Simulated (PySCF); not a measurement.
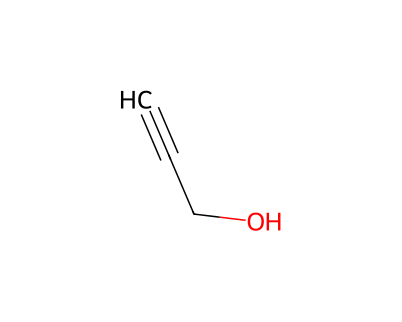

A structural formula.

> Transcribe the drawing into SMILES.

C#CCO

> Give the formula, hydrogens included.

C3H4O.

> An optimisation with PBE0-D3(BJ)/def2-SVP gave a structure of which point group?

Cs.

The parts below concern this one geometry. Atoms keep their numbers from picture to picture. The computed structure is the end point of a PBE0-D3(BJ)/def2-SVP optimisation. No frequency run is at hand to confirm it as a minimum.

Shape

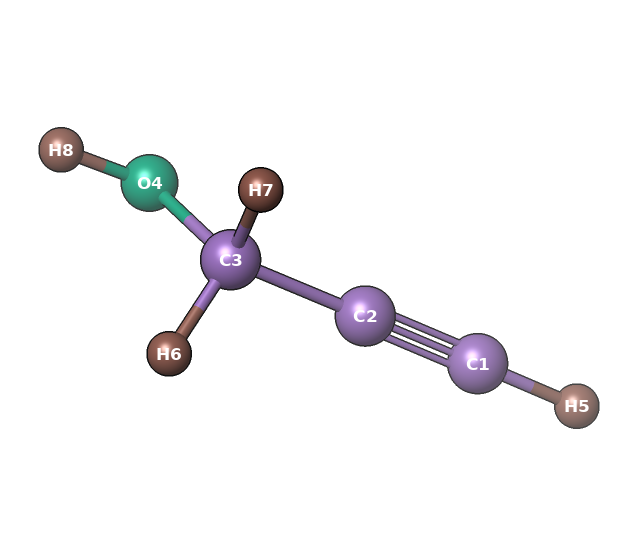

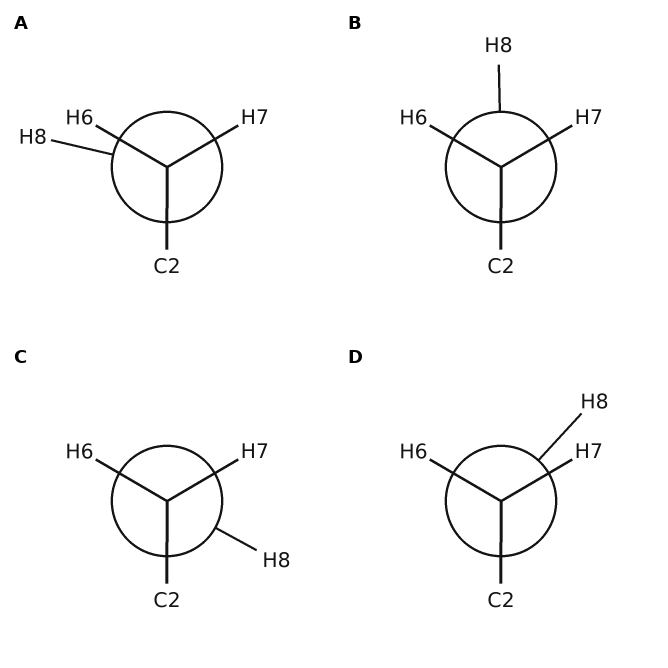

Distant atoms are faded towards the background colour. Bonds that would overlap in a projection are set slightly apart. No frequency run is at hand to confirm it as a minimum.

> Which Newman projection shows the view along C3–O4, with C3 in front?

B. The torsion angle C2–C3–O4–H8 is 179°, antiperiplanar (anti).

Quadrupole coupling

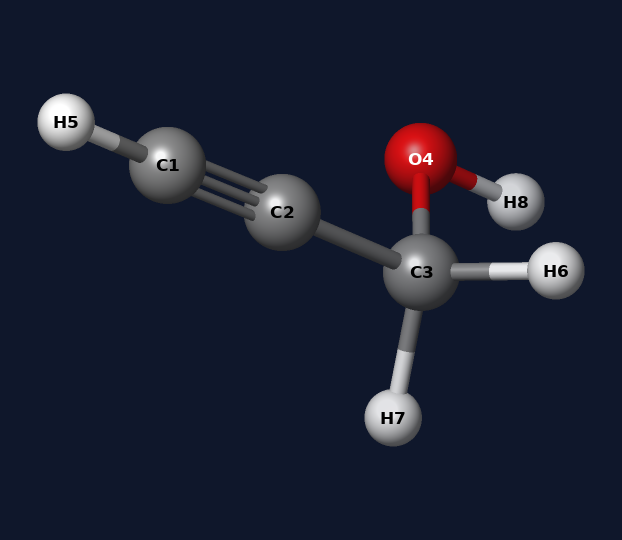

No frequency run is at hand to confirm it as a minimum. Electric field gradients from the ground-state density, B3LYP/6-31G-J (PySCF 2.14.0), non-relativistic apart from any core potentials.

Give the largest field-gradient component, the quadrupole coupling constant and the asymmetry for 17O at O4 (Q = −25.6 mb), 2H at H5 (Q = 2.86 mb), 2H at H6 (Q = 2.86 mb), 2H at H8 (Q = 2.86 mb).

```json
{"atom": "O4", "V_zz (a.u.)": "−2.204", "e²qQ/h (MHz)": "13.26", "η": "0.80"}
{"atom": "H5", "V_zz (a.u.)": "0.343", "e²qQ/h (MHz)": "0.231", "η": "0.01"}
{"atom": "H6", "V_zz (a.u.)": "0.279", "e²qQ/h (MHz)": "0.187", "η": "0.07"}
{"atom": "H8", "V_zz (a.u.)": "0.503", "e²qQ/h (MHz)": "0.338", "η": "0.12"}
```

Polarisability

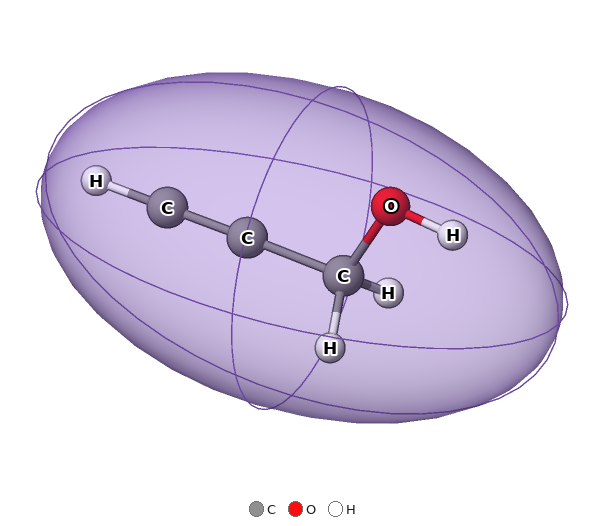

The ellipsoid shows the static dipole polarisability: its half-axes are proportional to the principal values. No frequency run is at hand to confirm it as a minimum. Level of theory: B3LYP/def2-SVPD (PySCF 2.14.0).

> How large and how anisotropic is the polarisability?

Principal values 31.7, 34.3, 57.9 bohr³; mean 41.3 bohr³ (6.12 Å³); anisotropy 25.0 bohr³, so the longest axis is 1.82 times the shortest.

Spin–spin coupling

No frequency run is at hand to confirm it as a minimum. Method: B3LYP/6-31G* indirect spin-spin coupling, non-relativistic, gas phase (PySCF 2.14.0). Isotopes: 13C, 1H, 17O.

Give the spin–spin coupling constants of these pairs, with the number of bonds between them: C1/H5, C1/C2, C2/C3, C3/H7, O4/H8, C2/H5, C2/H6, O4/H7, C1/H6, C1/O4, C2/H8, H6/H8, H7/H8.

```csv
pair,bonds apart,J (Hz)
"C1, H5",1,239.9
"C1, C2",1,197.6
"C2, C3",1,86.7
"C3, H7",1,161.3
"O4, H8",1,−66.9
"C2, H5",2,35.4
"C2, H6",2,−10.3
"O4, H7",2,−3.1
"C1, H6",3,6.5
"C1, O4",3,−4.3
"C2, H8",3,11.0
"H6, H8",3,1.1
"H7, H8",3,0.7
```
